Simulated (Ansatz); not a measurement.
# Ga7 (charge −1): geometry relaxation

- system: Ga7, charge −1
- method: RKS PBE0-D4/def2-SVPD (Ansatz 0.2.0)

Figures and captions count atoms from 1; the log counts them from 0 in places.

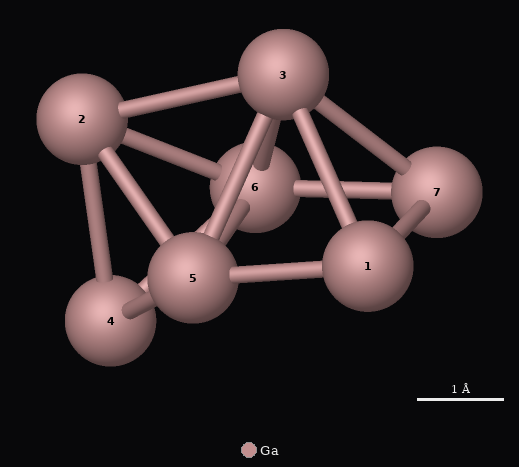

The starting structure (ball-and-stick view, seen at a tilt; atoms are numbered from 1 in the order of the input). Sticks mark near contacts. Bond lengths as drawn: Ga–Ga 2.30 to 2.66 Å.

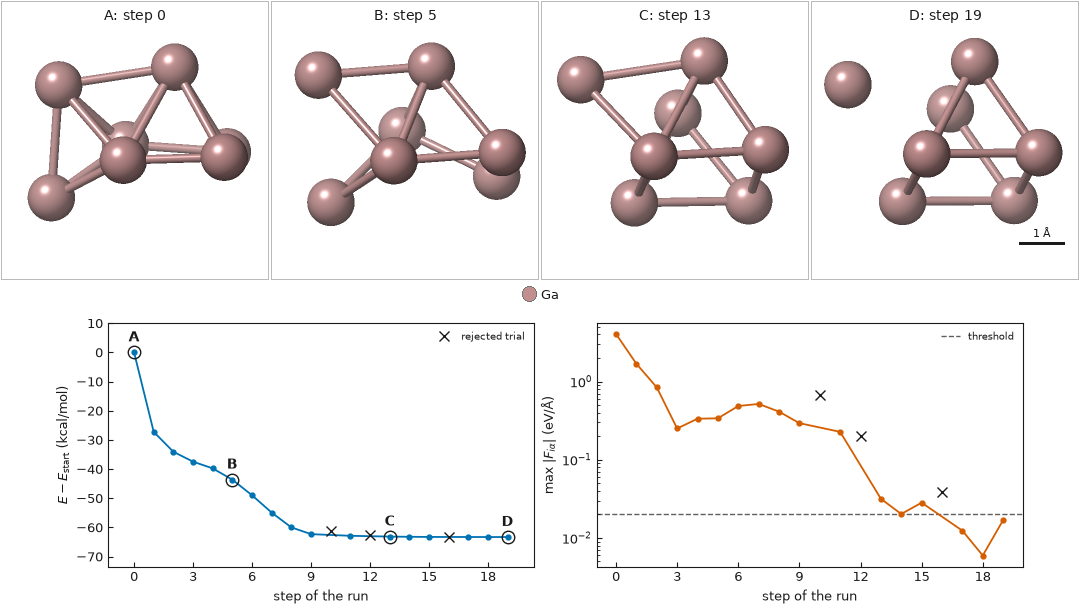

Frames of the relaxation (ball-and-stick view, seen at a tilt) above the curves, on which the letters mark them (the first geometry is step 0 here and step 1 in the log).

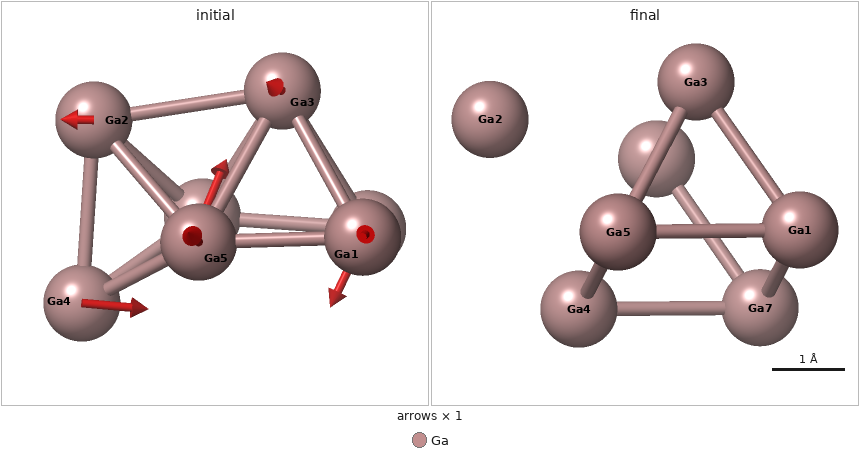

Before (left) and after (right) the relaxation, at one scale (ball-and-stick view, seen at a tilt). The red arrows give the displacements, at true length. The energy falls by 63.3 kcal/mol in 19 geometry steps. Largest force component: 4.1 eV/Å at the start, 0.017 eV/Å at the end. The line search rejected the trial steps at points 10, 12, 16 (counted from 0) and went back. The largest move after the best rigid fit is that of Ga7, 1.22 Å. Distances before and after: Ga4–Ga7 4.201 → 2.613 Å, Ga5–Ga6 2.462 → 3.645 Å, Ga3–Ga7 2.570 → 3.582 Å, Ga2–Ga6 2.408 → 2.940 Å. New bonds form: Ga4–Ga7 (4.20 → 2.61 Å). Bonds break: Ga3–Ga7 (2.57 → 3.58 Å), Ga5–Ga6 (2.46 → 3.65 Å). Among the angles that change: Ga4–Ga6–Ga7 130.4° → 58.8°, Ga1–Ga5–Ga4 141.7° → 90.5°, Ga5–Ga3–Ga6 57.3° → 90.0°. (Atoms are counted from 1 in the order of the input.)

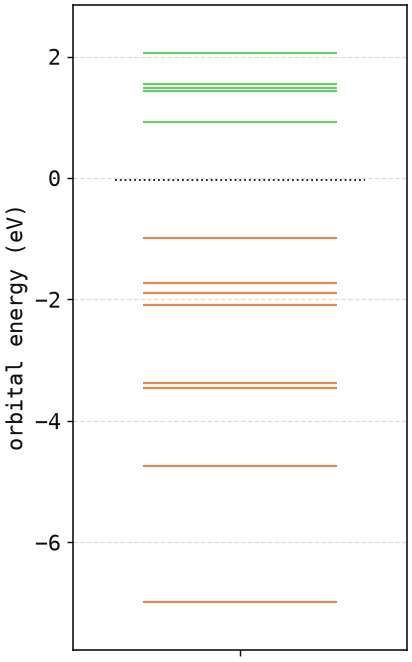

Orbital energies near the frontier; the dotted line parts filled from empty levels, and levels within 0.02 eV of each other stand side by side. Highest filled −0.98 eV, lowest empty 0.92 eV, 1.90 eV apart.

The input and output of the run follow.

**Input**
```yaml
crystal:
  periodic: [false, false, false]
  atoms:
    - {symbol: Ga, position_ang: [0.799300, -1.192100, -2.237300]}
    - {symbol: Ga, position_ang: [0.684800, -1.516600, 2.075100]}
    - {symbol: Ga, position_ang: [0.000000, 0.000000, 0.000000]}
    - {symbol: Ga, position_ang: [0.401900, -3.897400, 1.151300]}
    - {symbol: Ga, position_ang: [1.248200, -2.277400, -0.257400]}
    - {symbol: Ga, position_ang: [-1.067300, -2.207600, 0.575000]}
    - {symbol: Ga, position_ang: [-1.607400, -1.332000, -1.499400]}
basis:
  gaussian: {orbitals: def2-SVPD}
total_charge: -1
hamiltonian: {xc: pbe0, dispersion: d4}
scf: {lower_state_search: "off"}
output: {orbitals: {seedname: orbitals}}
relax: {f_tol: 0.02, max_steps: 100}
```

Run as:
```bash
ansatz run in.yaml --threads 4 --pin off --events-out ev --progress --plain --max-ram 4787MiB
```

**Output**
```
Functional definition: PBE0
  name "PBE0"
  cite "Adamo & Barone, J. Chem. Phys. 110, 6158 (1999) doi:10.1063/1.478522"
  cite "Perdew, Burke & Ernzerhof, Phys. Rev. Lett. 77, 3865 (1996) doi:10.1103/PhysRevLett.77.3865"
  parent pbe
  parameter a = 0.25
  parameter kappa = 0.804
  parameter beta = 0.06672455060314922
  exchange = (1 - a)*pbe_x(kappa = kappa, mu = beta*pi^2/3) + a*exact_x
  correlation = pbe_c(beta = beta)
these checks for a lower state are left out or cut short: stability, starts, cluster_reference, orbital_swaps, neighbouring_geometries, increment
2716 factors; integrals over basis functions are off by at most 1.4e-4 eV
mean field evaluation 1: about -366551.9568 eV, gradient 4.7e1 eV
mean field evaluation 2: about -366551.0608 eV, gradient 5.3e1 eV
mean field evaluation 4: about -366553.9619 eV, gradient 1.9e0 eV
mean field evaluation 8: about -366553.9799 eV, gradient 1.6e-1 eV
mean field evaluation 16: about -366553.9800 eV, gradient 9.7e-4 eV
mean field -366553.97997956 eV, -13470.6103050374 hartree, gradient 7.4e-6 eV, S^2 0.000000; 0 other end points of the search recorded, 0 dependent functions left out
the calculation of the forces begins
reference -366553.98001236 eV, -13470.6103062427 hartree; 109, 109 occupied and 157, 157 virtual orbitals, 2716 factors
relax step   1: F+E_penalty+E_count = -366554.53176002 eV  Δ(F+E_penalty+E_count) = +0.000e0 eV  max|allowed force component| = 4.059e0 eV/Å  Δτ_max = 0.0000 Å  (21 SCF iters, accepted)
these checks for a lower state are left out or cut short: stability, starts, cluster_reference, orbital_swaps, neighbouring_geometries, increment
2716 factors; integrals over basis functions are off by at most 1.5e-4 eV
mean field evaluation 32: about -366555.1688 eV, gradient 1.1e-6 eV
mean field -366555.16881110 eV, -13470.6539937905 hartree, gradient 1.1e-6 eV, S^2 0.000000; 0 other end points of the search recorded, 0 dependent functions left out
[... from here on the field's lines of each further geometry are left out, up to the last ...]
relax step   2: F+E_penalty+E_count = -366555.71298276 eV  Δ(F+E_penalty+E_count) = -1.181e0 eV  max|allowed force component| = 1.688e0 eV/Å  Δτ_max = 0.1405 Å  (33 SCF iters, accepted)
relax step   3: F+E_penalty+E_count = -366556.00889475 eV  Δ(F+E_penalty+E_count) = -2.959e-1 eV  max|allowed force component| = 8.419e-1 eV/Å  Δτ_max = 0.2000 Å  (34 SCF iters, accepted)
relax step   4: F+E_penalty+E_count = -366556.15539024 eV  Δ(F+E_penalty+E_count) = -1.465e-1 eV  max|allowed force component| = 2.510e-1 eV/Å  Δτ_max = 0.1754 Å  (33 SCF iters, accepted)
relax step   5: F+E_penalty+E_count = -366556.25562408 eV  Δ(F+E_penalty+E_count) = -1.002e-1 eV  max|allowed force component| = 3.348e-1 eV/Å  Δτ_max = 0.1954 Å  (32 SCF iters, accepted)
relax step   6: F+E_penalty+E_count = -366556.42310861 eV  Δ(F+E_penalty+E_count) = -1.675e-1 eV  max|allowed force component| = 3.387e-1 eV/Å  Δτ_max = 0.1972 Å  (33 SCF iters, accepted)
relax step   7: F+E_penalty+E_count = -366556.65497250 eV  Δ(F+E_penalty+E_count) = -2.319e-1 eV  max|allowed force component| = 4.866e-1 eV/Å  Δτ_max = 0.1972 Å  (32 SCF iters, accepted)
relax step   8: F+E_penalty+E_count = -366556.91303185 eV  Δ(F+E_penalty+E_count) = -2.581e-1 eV  max|allowed force component| = 5.171e-1 eV/Å  Δτ_max = 0.1948 Å  (34 SCF iters, accepted)
relax step   9: F+E_penalty+E_count = -366557.13237931 eV  Δ(F+E_penalty+E_count) = -2.193e-1 eV  max|allowed force component| = 4.123e-1 eV/Å  Δτ_max = 0.1946 Å  (32 SCF iters, accepted)
relax step  10: F+E_penalty+E_count = -366557.23284863 eV  Δ(F+E_penalty+E_count) = -1.005e-1 eV  max|allowed force component| = 2.937e-1 eV/Å  Δτ_max = 0.1996 Å  (32 SCF iters, accepted)
relax step  11: F+E_penalty+E_count = -366557.18428698 eV  Δ(F+E_penalty+E_count) = +4.856e-2 eV  max|allowed force component| = 6.808e-1 eV/Å  Δτ_max = 0.2000 Å  (31 SCF iters, rejected (line search))
relax step  12: F+E_penalty+E_count = -366557.25760767 eV  Δ(F+E_penalty+E_count) = -2.476e-2 eV  max|allowed force component| = 2.273e-1 eV/Å  Δτ_max = 0.0994 Å  (26 SCF iters, accepted)
relax step  13: F+E_penalty+E_count = -366557.25080514 eV  Δ(F+E_penalty+E_count) = +6.803e-3 eV  max|allowed force component| = 1.985e-1 eV/Å  Δτ_max = 0.0999 Å  (23 SCF iters, rejected (line search))
relax step  14: F+E_penalty+E_count = -366557.26940641 eV  Δ(F+E_penalty+E_count) = -1.180e-2 eV  max|allowed force component| = 3.165e-2 eV/Å  Δτ_max = 0.0500 Å  (26 SCF iters, accepted)
relax step  15: F+E_penalty+E_count = -366557.27245699 eV  Δ(F+E_penalty+E_count) = -3.051e-3 eV  max|allowed force component| = 2.023e-2 eV/Å  Δτ_max = 0.0500 Å  (26 SCF iters, accepted)
relax step  16: F+E_penalty+E_count = -366557.27463866 eV  Δ(F+E_penalty+E_count) = -2.182e-3 eV  max|allowed force component| = 2.825e-2 eV/Å  Δτ_max = 0.0735 Å  (25 SCF iters, accepted)
relax step  17: F+E_penalty+E_count = -366557.27393961 eV  Δ(F+E_penalty+E_count) = +6.990e-4 eV  max|allowed force component| = 3.873e-2 eV/Å  Δτ_max = 0.0640 Å  (26 SCF iters, rejected (line search))
relax step  18: F+E_penalty+E_count = -366557.27547986 eV  Δ(F+E_penalty+E_count) = -8.412e-4 eV  max|allowed force component| = 1.238e-2 eV/Å  Δτ_max = 0.0320 Å  (27 SCF iters, accepted)
the calculation of the forces begins
reference -366556.72726115 eV, -13470.7112657737 hartree; 109, 109 occupied and 157, 157 virtual orbitals, 2716 factors
relax step  19: F+E_penalty+E_count = -366557.27614837 eV  Δ(F+E_penalty+E_count) = -6.685e-4 eV  max|allowed force component| = 5.960e-3 eV/Å  Δτ_max = 0.0557 Å  (25 SCF iters, accepted)
these checks for a lower state are left out or cut short: stability, starts, cluster_reference, orbital_swaps, neighbouring_geometries, increment
2716 factors; integrals over basis functions are off by at most 1.5e-4 eV
mean field -366556.72716061 eV, -13470.7112620790 hartree, gradient 2.3e-6 eV, S^2 0.000000; 0 other end points of the search recorded, 0 dependent functions left out
the calculation of the forces begins
reference -366556.72719423 eV, -13470.7112633144 hartree; 109, 109 occupied and 157, 157 virtual orbitals, 2716 factors
relax step  20: F+E_penalty+E_count = -366557.27613254 eV  Δ(F+E_penalty+E_count) = +1.583e-5 eV  max|allowed force component| = 1.691e-2 eV/Å  Δτ_max = 0.0375 Å  (25 SCF iters, accepted)
Total energy: -366557.27616616 eV, -13470.7314376607 hartree
Atom 0 at     0.419807    -1.049481    -2.173116 Å, force    -0.006155    -0.004868    -0.000429 eV/Å
Atom 1 at     0.841821    -1.723096     2.473531 Å, force     0.006741     0.001343     0.011444 eV/Å
Atom 2 at     0.265498     0.049595     0.192942 Å, force     0.010286    -0.016913     0.001436 eV/Å
Atom 3 at     0.048691    -3.589061     0.339040 Å, force    -0.006166     0.015873    -0.003669 eV/Å
Atom 4 at     1.872710    -2.082102    -0.261343 Å, force    -0.010563     0.013394     0.006184 eV/Å
Atom 5 at    -1.558755    -1.455776     0.797110 Å, force     0.008567    -0.006967    -0.008710 eV/Å
Atom 6 at    -1.430273    -2.573179    -1.560863 Å, force    -0.002710    -0.001863    -0.006256 eV/Å
Dipole moment:    -0.035032    -0.002150    -0.113382 e Å
Checks for a lower state left out: stability, starts, cluster_reference, orbital_swaps, neighbouring_geometries, increment
```

**Trajectory as extended XYZ (Å, eV, eV/Å), 14 of the 20 frames kept, from step=1 to step=20**
```
7
Properties=species:S:1:pos:R:3:forces:R:3 step=1 energy=-366554.53176
Ga    0.7993   -1.1921   -2.2373   -0.0989   0.3291  -1.0594
Ga    0.6848   -1.5166    2.0751    0.9479   1.6562   1.6226
Ga    0.0000    0.0000    0.0000    0.7227   1.1110   1.0926
Ga    0.4019   -3.8974    1.1513    0.3912  -2.5569   1.0312
Ga    1.2482   -2.2774   -0.2574    2.7879  -0.1398  -1.5292
Ga   -1.0673   -2.2076    0.5750   -4.0595  -0.2754  -0.0147
Ga   -1.6074   -1.3320   -1.4994   -0.6913  -0.1242  -1.1432
7
Properties=species:S:1:pos:R:3:forces:R:3 step=2 energy=-366555.71298
Ga    0.7834   -1.1666   -2.3061   -0.3243   0.1890  -0.2948
Ga    0.7022   -1.4112    2.1162    0.4129   0.6748   0.6812
Ga    0.0643    0.0204    0.1153    0.2709   0.1836   0.3108
Ga    0.4120   -3.9607    1.1901    0.2251  -0.9388   0.4137
Ga    1.3478   -2.3155   -0.3102    1.0327  -0.0591  -0.5749
Ga   -1.2014   -2.2494    0.5751   -1.6879  -0.0633  -0.0621
Ga   -1.6487   -1.3401   -1.5731    0.0706   0.0138  -0.4739
7
Properties=species:S:1:pos:R:3:forces:R:3 step=4 energy=-366556.15539
Ga    0.7550   -1.0908   -2.3782   -0.2164   0.0448  -0.0454
Ga    0.8442   -1.3634    2.2723    0.0648   0.0079   0.1071
Ga    0.1206   -0.1128    0.2287   -0.0743   0.0343  -0.0197
Ga    0.3919   -3.8978    1.1837    0.0582  -0.1860  -0.1114
Ga    1.4568   -2.3024   -0.3943    0.0176  -0.0410   0.1230
Ga   -1.4820   -2.1979    0.6000   -0.0689   0.2510   0.1076
Ga   -1.6269   -1.4581   -1.7048    0.2190  -0.1111  -0.1612
7
Properties=species:S:1:pos:R:3:forces:R:3 step=5 energy=-366556.25562
Ga    0.7528   -1.0468   -2.3836   -0.1788   0.0887   0.0830
Ga    0.9088   -1.3529    2.2942    0.1002  -0.1649   0.1341
Ga    0.1217   -0.1016    0.2631   -0.1941  -0.0420  -0.1960
Ga    0.3377   -3.9349    1.0751   -0.0109   0.1215  -0.2193
Ga    1.4725   -2.2695   -0.3905    0.0264  -0.1259   0.2329
Ga   -1.5774   -2.0809    0.6912    0.1440   0.3348  -0.0839
Ga   -1.5567   -1.6366   -1.7421    0.1132  -0.2121   0.0492
7
Properties=species:S:1:pos:R:3:forces:R:3 step=7 energy=-366556.65497
Ga    0.6725   -0.9933   -2.2545   -0.2322   0.1155   0.1313
Ga    1.0168   -1.4147    2.3400    0.1387  -0.0019   0.2448
Ga    0.1293   -0.0981    0.2627   -0.1909   0.0990  -0.1113
Ga    0.1831   -3.8699    0.7971   -0.2284   0.2823  -0.4866
Ga    1.6156   -2.2094   -0.3240    0.2569  -0.3074   0.2413
Ga   -1.6476   -1.8121    0.7672    0.2380   0.1794  -0.2191
Ga   -1.5102   -2.0255   -1.7812    0.0181  -0.3668   0.1996
7
Properties=species:S:1:pos:R:3:forces:R:3 step=8 energy=-366556.91303
Ga    0.6202   -0.9947   -2.1842   -0.2090   0.0889   0.0676
Ga    1.0552   -1.4260    2.3724    0.0849   0.0180   0.1667
Ga    0.1396   -0.0784    0.2698   -0.1355   0.1784  -0.0553
Ga    0.0938   -3.8095    0.6349   -0.2813   0.3561  -0.5171
Ga    1.6913   -2.1923   -0.2886    0.2696  -0.3189   0.2134
Ga   -1.6473   -1.7224    0.7691    0.1857   0.0316  -0.1312
Ga   -1.4933   -2.1998   -1.7661    0.0857  -0.3542   0.2559
7
Properties=species:S:1:pos:R:3:forces:R:3 step=10 energy=-366557.23285
Ga    0.4976   -1.0526   -2.0328    0.0680   0.1034  -0.1821
Ga    1.0507   -1.4451    2.3986   -0.0217  -0.1086   0.0611
Ga    0.1789    0.0187    0.2699   -0.1156   0.0928  -0.0665
Ga   -0.0350   -3.6805    0.2935   -0.1488   0.2937   0.0001
Ga    1.8556   -2.1914   -0.1899    0.0005  -0.1353   0.0000
Ga   -1.5922   -1.5896    0.7898    0.1283  -0.1846  -0.0113
Ga   -1.4961   -2.4825   -1.7218    0.0893  -0.0615   0.1988
7
Properties=species:S:1:pos:R:3:forces:R:3 step=11 energy=-366557.18429 accepted=F
Ga    0.5275   -1.0073   -2.0339   -0.1584  -0.1139  -0.1983
Ga    0.9603   -1.5690    2.2702    0.2735   0.0200   0.6808
Ga    0.1407    0.0655    0.2310    0.0121  -0.0207   0.0092
Ga   -0.0649   -3.6016    0.3337    0.1388   0.0094   0.0432
Ga    1.8835   -2.2172   -0.2259   -0.0938   0.0277   0.0049
Ga   -1.5824   -1.5625    0.8359    0.0161   0.0469  -0.0750
Ga   -1.4052   -2.5310   -1.6038   -0.1883   0.0305  -0.4649
7
Properties=species:S:1:pos:R:3:forces:R:3 step=13 energy=-366557.25081 accepted=F
Ga    0.5043   -1.0460   -2.0753    0.0519   0.0155  -0.0174
Ga    1.0522   -1.5882    2.3967   -0.0793   0.0742   0.0387
Ga    0.1276    0.1062    0.2088    0.0813  -0.1985   0.0785
Ga   -0.0530   -3.6304    0.3244   -0.0817   0.0423  -0.0149
Ga    1.8287   -2.1781   -0.1745    0.1066   0.1043  -0.1423
Ga   -1.5584   -1.5666    0.7943   -0.0469   0.0414   0.0839
Ga   -1.4419   -2.5200   -1.6673   -0.0319  -0.0792  -0.0265
7
Properties=species:S:1:pos:R:3:forces:R:3 step=14 energy=-366557.26941
Ga    0.4918   -1.0321   -2.0893   -0.0120  -0.0044  -0.0189
Ga    1.0122   -1.5570    2.4106   -0.0160  -0.0202   0.0189
Ga    0.1721    0.0395    0.2341    0.0138   0.0126  -0.0010
Ga   -0.0449   -3.6083    0.3192    0.0046  -0.0316   0.0306
Ga    1.8541   -2.1762   -0.2104    0.0190   0.0212  -0.0283
Ga   -1.5822   -1.5600    0.8003   -0.0198   0.0242   0.0272
Ga   -1.4436   -2.5289   -1.6572    0.0104  -0.0017  -0.0285
7
Properties=species:S:1:pos:R:3:forces:R:3 step=16 energy=-366557.27464
Ga    0.4469   -1.0346   -2.1285    0.0068   0.0027   0.0005
Ga    0.9392   -1.6496    2.4463   -0.0157  -0.0052  -0.0118
Ga    0.2240    0.0437    0.2244   -0.0024  -0.0103  -0.0043
Ga   -0.0029   -3.5856    0.3461    0.0048  -0.0019   0.0010
Ga    1.8665   -2.1300   -0.2465   -0.0282   0.0088  -0.0010
Ga   -1.5847   -1.5003    0.7845    0.0268   0.0064   0.0047
Ga   -1.4295   -2.5667   -1.6190    0.0079  -0.0006   0.0108
7
Properties=species:S:1:pos:R:3:forces:R:3 step=17 energy=-366557.27394 accepted=F
Ga    0.4253   -1.0199   -2.1552    0.0002  -0.0307  -0.0024
Ga    0.8955   -1.6945    2.4592   -0.0002   0.0089  -0.0005
Ga    0.2529    0.0512    0.2164   -0.0075  -0.0387   0.0118
Ga    0.0159   -3.5941    0.3698    0.0167   0.0352  -0.0376
Ga    1.8474   -2.1091   -0.2693    0.0310   0.0042   0.0202
Ga   -1.5728   -1.4706    0.7778   -0.0137   0.0052  -0.0035
Ga   -1.4047   -2.5862   -1.5914   -0.0265   0.0159   0.0121
7
Properties=species:S:1:pos:R:3:forces:R:3 step=19 energy=-366557.27615
Ga    0.4264   -1.0456   -2.1601    0.0013   0.0013  -0.0021
Ga    0.8723   -1.7021    2.4675   -0.0047  -0.0014  -0.0025
Ga    0.2555    0.0463    0.2032   -0.0012   0.0046  -0.0016
Ga    0.0318   -3.5862    0.3415    0.0038  -0.0039   0.0003
Ga    1.8676   -2.0932   -0.2561    0.0060  -0.0036  -0.0014
Ga   -1.5641   -1.4694    0.7909   -0.0044   0.0022   0.0049
Ga   -1.4300   -2.5730   -1.5796   -0.0008   0.0008   0.0024
7
Properties=species:S:1:pos:R:3:forces:R:3 step=20 energy=-366557.27613
Ga    0.4198   -1.0495   -2.1731   -0.0062  -0.0049  -0.0004
Ga    0.8418   -1.7231    2.4735    0.0067   0.0013   0.0114
Ga    0.2655    0.0496    0.1929    0.0103  -0.0169   0.0014
Ga    0.0487   -3.5891    0.3390   -0.0062   0.0159  -0.0037
Ga    1.8727   -2.0821   -0.2613   -0.0106   0.0134   0.0062
Ga   -1.5588   -1.4558    0.7971    0.0086  -0.0070  -0.0087
Ga   -1.4303   -2.5732   -1.5609   -0.0027  -0.0019  -0.0063
```

**Key numbers**

```csv
quantity,value
outcome,converged
total energy,−366557.2762 eV
mean-field energy,−366556.7272 eV
dispersion energy,−0.5490 eV
HOMO,−0.98 eV
LUMO,0.92 eV
largest force (length of the vector) at the end,0.020 eV/Å
hardware,"4 threads of AMD EPYC, 31 GiB of memory available, shared host"
wall time,6.2 min (CPU time 24 min)
peak memory,1.7 GiB
```
